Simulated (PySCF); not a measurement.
# PBr$_{3}$: excited-state calculation

PBr$_{3}$ (Phosphorus tribromide), SMILES BrP(Br)Br, computed with TDDFT CAM-B3LYP/def2-SVPD, vertical, gas phase, core orbitals frozen in the response (PySCF 2.14.0).

The geometry comes from this level: GFN2-xTB.

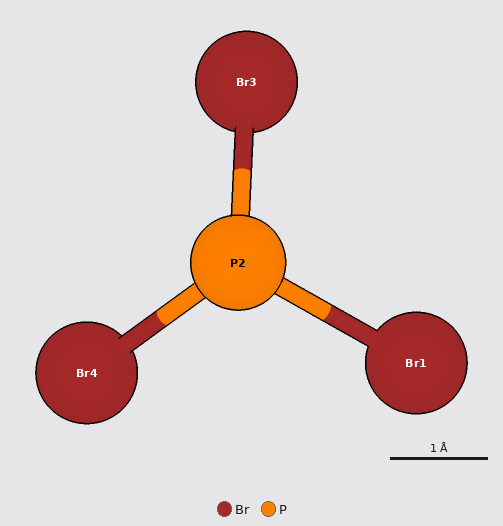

Figure 1. The structure (ball-and-stick view, seen on its broad side; atoms are numbered from 1 in the order of the input).

### Input
```
{"job": {"kind": "uv", "xc": "CAM-B3LYP", "basis": "def2-SVPD", "nstates": 8, "ntriplets": 3}, "charge": 0, "multiplicity": 1}
Br     1.979400    -0.109621    -0.258601
P      0.002391     0.002487     0.753786
Br    -0.889940     1.767726    -0.261247
Br    -1.081617    -1.655820    -0.256792
```

The first line tells a small driver script what to run in PySCF; the rest is the geometry in Å.

Command:
```bash
OMP_NUM_THREADS=1 python <driver script> task.json out
```

### Output
```
coarse grid: 28408 points
cycle   1  E = -8063.1561112224  dE = -2.782e+00  |g| = 4.802e-01  |ddm| = 2.529e+00
cycle   2  E = -8063.1113641444  dE =  4.475e-02  |g| = 6.148e-01  |ddm| = 1.396e+00
cycle   3  E = -8063.2275681407  dE = -1.162e-01  |g| = 6.909e-02  |ddm| = 8.268e-01
cycle   4  E = -8063.2281380795  dE = -5.699e-04  |g| = 1.434e-02  |ddm| = 6.739e-02
cycle   5  E = -8063.2282100557  dE = -7.198e-05  |g| = 2.727e-03  |ddm| = 3.326e-02
cycle   6  E = -8063.2282184331  dE = -8.377e-06  |g| = 1.042e-03  |ddm| = 1.279e-02
final grid: 51152 points
cycle   7  E = -8063.2281260859  dE = -1.083e-06  |g| = 6.317e-04  |ddm| = 4.535e-03
cycle   8  E = -8063.2281262966  dE = -2.106e-07  |g| = 4.971e-04  |ddm| = 2.276e-03
cycle   9  E = -8063.2281263636  dE = -6.704e-08  |g| = 9.486e-05  |ddm| = 6.647e-04
cycle  10  E = -8063.2281263813  dE = -1.770e-08  |g| = 4.279e-05  |ddm| = 8.520e-04
cycle  11  E = -8063.2281263820  dE = -7.130e-10  |g| = 1.832e-05  |ddm| = 1.264e-04
```

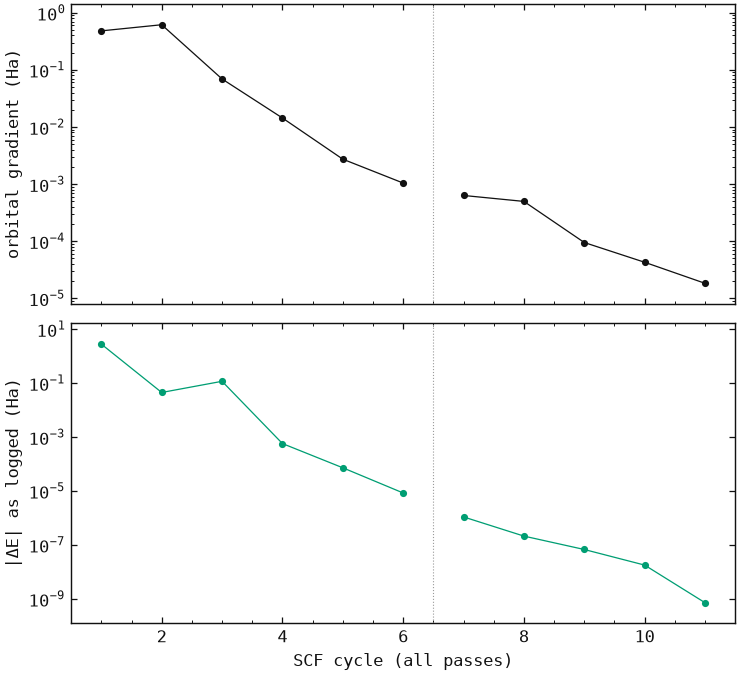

Figure 2. Convergence of the self-consistent field: orbital gradient and size of the energy change against the SCF cycle. The dotted line marks the change from a coarse to the final integration grid. The first 6 cycles use a coarse grid, the final grid takes over at cycle 7, and the field converges after 11 cycles in all.

```
converged SCF energy = -8063.2281263820

Static polarisability (au): isotropic 93.090, principal 71.263 103.992 104.015

Singlet excitations
state   eV       nm        f      main configurations
  1   4.4971    275.7   0.01564   H->L 0.97
  2   5.0193    247.0   0.01104   H->L+1 0.64, H-2->L 0.28
  3   5.0218    246.9   0.01120   H->L+2 0.65, H-3->L 0.28
  4   5.0225    246.9   0.00044   H-1->L 0.89
  5   5.5482    223.5   0.00893   H-1->L+2 0.39, H-2->L 0.18
  6   5.5482    223.5   0.00780   H-1->L+1 0.41, H-3->L 0.17, H-4->L 0.08
  7   5.6365    220.0   0.08781   H-3->L 0.40, H->L+2 0.20, H-1->L+1 0.14
  8   5.6383    219.9   0.08681   H-2->L 0.38, H->L+1 0.20, H-1->L+2 0.16

Triplet excitations (Tamm-Dancoff, eV): 3.9431 4.0571 4.0599
```

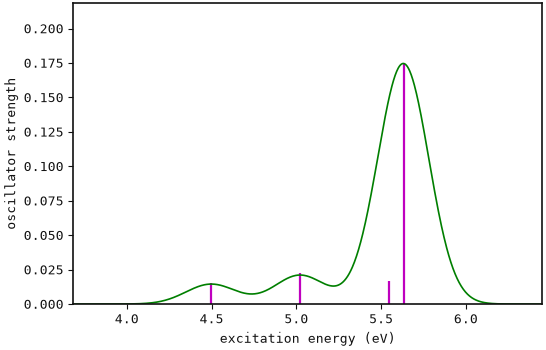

Figure 3. Computed excitations as sticks (degenerate states added up, dark ones marked on the axis), with a Gaussian envelope of 0.35 eV full width at half maximum, scaled to the tallest. Of the 8 states the lowest lies at 4.50 eV (f = 0.016); the strongest line is at 5.64 eV, or 220 nm (f = 0.175, summed over 2 states that lie within 0.004 eV).

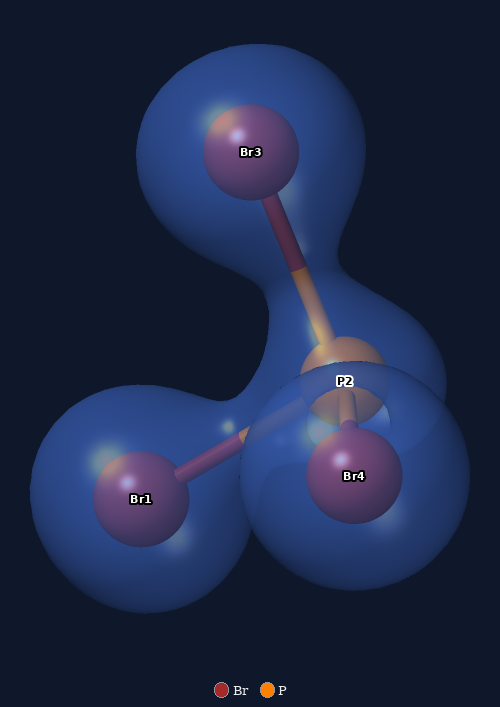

Figure 4. Isosurface of the electron density at 0.6 e/Å³ (blue), seen at an oblique angle. At this value the surface is in one piece. On the grid the lowest density along these lines, outside the cores, is 0.77 e/Å³ (P–Br, 2.22 Å).

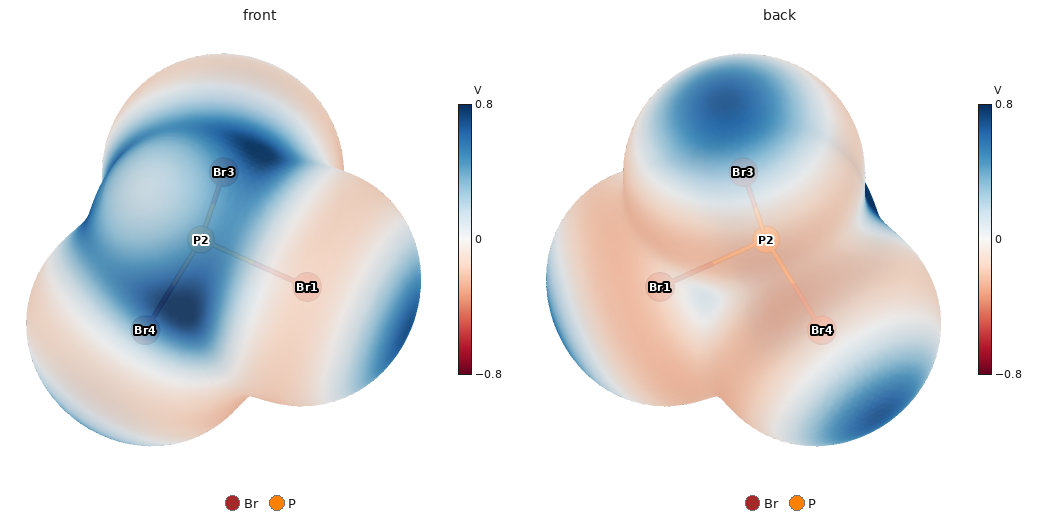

Figure 5. The molecular electrostatic potential painted on the density surface at 0.001 e/bohr³, seen at a tilt and from behind; the colour scale runs from red (negative) to blue (positive). Its dipole moment is 0.41 D.

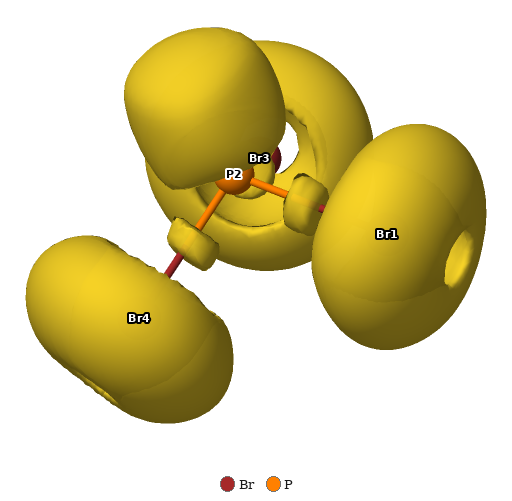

Figure 6. Isosurface of the electron localisation function at 0.75 (yellow), seen at an oblique angle. Only the valence region is drawn (cores and ρ < 0.01 e/Å³ removed). Along the contacts the grid gives the following. P–Br (2.22 Å): the ELF peaks at about 0.85 between the atoms (localised, shared-pair bonding).

### Key numbers

- outcome: converged
- total energy: −8063.228126 hartree
- HOMO: −9.21 eV
- LUMO: −1.29 eV
- dipole moment: 0.41 D
- mean polarisability: 93.09 a.u.
- lowest singlet excitation: 4.50 eV
- hardware: 1 CPU thread, shared host
- wall time: 16 s
- peak memory: 0.72 GiB

### Notes

Spin–orbit coupling is left out, which matters for the heavy atoms.
